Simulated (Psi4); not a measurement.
**UHF/3-21G run of N2H (dinitrogen monohydride)**

What is the vertical doublet–quartet gap of N2H (dinitrogen monohydride) at UHF/3-21G? 

The calculation is run with Psi4 1.11.

6 further runs of the same task are left out: 6 that didn't finish.

**1. The molecule**

The species is N2H (3 atoms), meant as a doublet with charge 0. As SMILES, `[N]=N`. Geometry: relaxed at PBE0-D4/def2-TZVP.

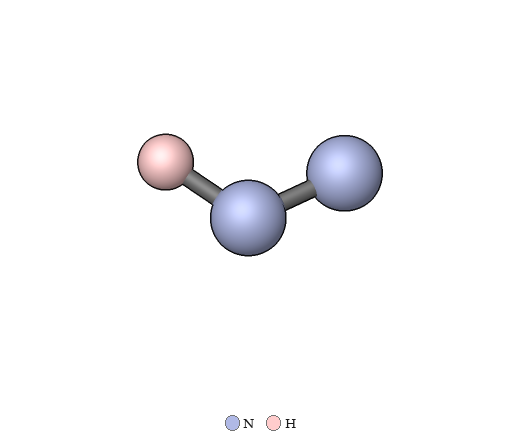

Viewed from a chosen angle; nitrogen light blue, hydrogen pink.

**2. Energy and forces at UHF/3-21G**

hn2.dat reads:

```
memory 2.2 GB

molecule system {
  0 2
  N      0.710530    -0.606720     0.326180
  N     -0.268660    -0.217710    -0.170100
  H     -0.441870     0.824430    -0.156080
  symmetry c1
}

set basis 3-21G
set reference uhf
set puream true
set e_convergence 1e-09
set d_convergence 1e-08
set scf_type pk
set maxiter 100

energy_value, wavefunction = gradient('scf', return_wfn=True)
oeprop(wavefunction, 'QUADRUPOLE', 'DIPOLE', 'LOWDIN_CHARGES', title='SCF')
```

The run is started by

```bash
$ psi4 -i hn2.dat -o hn2.out -n 1
```

hn2.out, shortened:

```text
[...]
  Running in c1 symmetry.
[...]
  Nuclear repulsion =   27.719687010035415
[...]
  Multiplicity = 2
[...]
  Nalpha       = 8
  Nbeta        = 7
[...]
    Number of basis functions: 20
[...]
   @UHF iter   1:  -108.75466857196285   -6.37724e-01   9.55574e-03 DIIS/ADIIS
[...]
   @UHF iter  19:  -108.78762168887951   -2.27374e-13   4.84798e-09 DIIS
[...]
   @S^2 Observed:                8.653378235E-01
[...]
    Orbital Energies [Eh]
    ---------------------
    Alpha Occupied:
       1A    -15.580336     2A    -15.563761     3A     -1.445081
       4A     -0.902625     5A     -0.705376     6A     -0.617474
       7A     -0.568709     8A     -0.375377
    Alpha Virtual:
       9A      0.161752    10A      0.262703    11A      0.680649
      12A      1.128711    13A      1.273774    14A      1.313789
      15A      1.314972    16A      1.428432    17A      1.428888
      18A      1.525684    19A      2.059892    20A      2.592678
    Beta Occupied:
[...]
  @UHF Final Energy:  -108.78762168887951
   => Energetics <=
    Nuclear Repulsion Energy =             27.7196870100354147
    One-Electron Energy =                -202.1971343818620142
    Two-Electron Energy =                  65.6898256829470881
    Total Energy =                       -108.7876216888795113
  UHF NO Occupations:
  HONO-2 :    6  A 1.9947379
  HONO-1 :    7  A 1.9480412
[...]
  -Total Gradient:
     Atom            X                  Y                   Z
    ------   -----------------  -----------------  -----------------
       1       -0.046485091547     0.016848371516     0.000000000000
       2        0.047904545541    -0.029335969170     0.000000000000
       3       -0.001419453994     0.012487597654    -0.000000000000
[...]
 Multipole Moments:
 ------------------------------------------------------------------------------------
     Multipole            Electronic (a.u.)      Nuclear  (a.u.)        Total (a.u.)
 ------------------------------------------------------------------------------------
 L = 1.  Multiply by 2.5417464519 to convert [e a0] to [Debye]
 Dipole X            :          0.4630022           -0.6278990           -0.1648968
 Dipole Y            :         -0.3042529            1.1239941            0.8197411
 Dipole Z            :          0.0000000            0.0000000            0.0000000
 Magnitude           :                                                    0.8361618
 L = 2.  Multiply by 1.3450342976 to convert [e a0^2] to [Debye ang]
 Quadrupole XX       :        -26.5414786           16.6767117           -9.8647669
 Quadrupole XY       :          7.6763214           -8.2754997           -0.5991783
[...]
```

It took 4.5 s on 1 thread of Intel Xeon at 2.50GHz (Skylake/Cascade Lake), shared host; peak memory 0.18 GiB.

**3. The quartet, same level**

hn2.xyz reads:

```xyz
3
HN2
N      0.710530    -0.606720     0.326180
N     -0.268660    -0.217710    -0.170100
H     -0.441870     0.824430    -0.156080
```

hn2_ase.py reads:

```python
import numpy as np
from ase.calculators.psi4 import Psi4
from ase.io import read

a = read('hn2.xyz')
calc = Psi4(atoms=a, method='hf', basis='3-21G', memory='2200MB', num_threads=1, charge=0, multiplicity=4, label='calc', reference='uhf')
calc.psi4.set_options({'puream': True, 'e_convergence': 1e-09, 'd_convergence': 1e-08, 'scf_type': 'pk', 'maxiter': 100})
a.calc = calc

forces = a.get_forces()
print(f'energy: {a.get_potential_energy():.6f} eV')
print('forces / eV A^-1')
print(np.round(forces, 5))
```

The run is started by

```bash
$ python hn2_ase.py
```

calc.dat, shortened:

```text
[...]
  Running in c1 symmetry.
[...]
  Nuclear repulsion =   27.719687010035415
[...]
  Multiplicity = 4
[...]
  Nalpha       = 9
  Nbeta        = 6
[...]
    Number of basis functions: 20
[...]
   @UHF iter   1:  -108.56175369798285   -4.44809e-01   1.03149e-02 DIIS/ADIIS
[...]
   @UHF iter  22:  -108.60916677383946   -1.42109e-13   3.26722e-09 DIIS
[...]
   @S^2 Observed:                3.759091935E+00
[...]
    Orbital Energies [Eh]
    ---------------------
    Alpha Occupied:
       1A    -15.577683     2A    -15.528871     3A     -1.470289
       4A     -0.966002     5A     -0.745607     6A     -0.694981
       7A     -0.659485     8A     -0.406594     9A     -0.332468
    Alpha Virtual:
      10A      0.254366    11A      0.647262    12A      1.136994
      13A      1.241909    14A      1.272600    15A      1.324504
      16A      1.367296    17A      1.394546    18A      1.498155
      19A      2.063118    20A      2.583518
    Beta Occupied:
[...]
  @UHF Final Energy:  -108.60916677383946
   => Energetics <=
    Nuclear Repulsion Energy =             27.7196870100354147
    One-Electron Energy =                -202.1869427519272335
    Two-Electron Energy =                  65.8580889680523569
    Total Energy =                       -108.6091667738394619
  UHF NO Occupations:
  HONO-2 :    7  A 1.0000000
  HONO-1 :    8  A 1.0000000
[...]
 Multipole Moments:
 ------------------------------------------------------------------------------------
     Multipole            Electronic (a.u.)      Nuclear  (a.u.)        Total (a.u.)
 ------------------------------------------------------------------------------------
 L = 1.  Multiply by 2.5417464519 to convert [e a0] to [Debye]
 Dipole X            :          0.0261608           -0.5999098           -0.5737489
 Dipole Y            :         -0.6579134            1.1192966            0.4613832
 Dipole Z            :         -0.0544699           -0.2119038           -0.2663737
 Magnitude           :                                                    0.7829542
[...]
  -Total Gradient:
     Atom            X                  Y                   Z
    ------   -----------------  -----------------  -----------------
       1       -0.300950736152     0.130217198825    -0.151415360153
       2        0.296127481216    -0.161439613193     0.145504594852
       3        0.004823254936     0.031222414368     0.005910765301
[...]
```

Standard output:

```text
energy: -2955.405963 eV
forces / eV A^-1
[[ 15.47551  -6.69604   7.78609]
 [-15.22749   8.30156  -7.48215]
 [ -0.24802  -1.60552  -0.30394]]
```

Wall time 4.8 s (1 thread of Intel Xeon at 2.50GHz (Skylake/Cascade Lake), shared host); peak memory 0.19 GiB.

**4. Outcome**

Level: UHF/3-21G.

```
                                        quantity          value
                           doublet: total energy  -108.78762 Eh
                          doublet: dipole moment         2.13 D
     doublet: HOMO energy (highest over α and β)      -10.21 eV
      doublet: LUMO energy (lowest over α and β)        4.30 eV
                                   doublet: ⟨S²⟩          0.865
               doublet: largest force on an atom     2.889 eV/Å
                           quartet: total energy  -108.60917 Eh
                          quartet: dipole moment         1.99 D
     quartet: HOMO energy (highest over α and β)       -9.05 eV
      quartet: LUMO energy (lowest over α and β)       -0.14 eV
                                   quartet: ⟨S²⟩          3.759
               quartet: largest force on an atom    18.888 eV/Å
vertical energy of the quartet above the doublet       4.856 eV
```

In words: At this shape the quartet lies 4.86 eV (112 kcal/mol) above the doublet. The largest force (doublet) is 2.89 eV/Å: the shape isn't a stationary point for this species at this level. ⟨S²⟩ (doublet) is 0.87 where a pure doublet has 0.75: the reference is spin-contaminated.
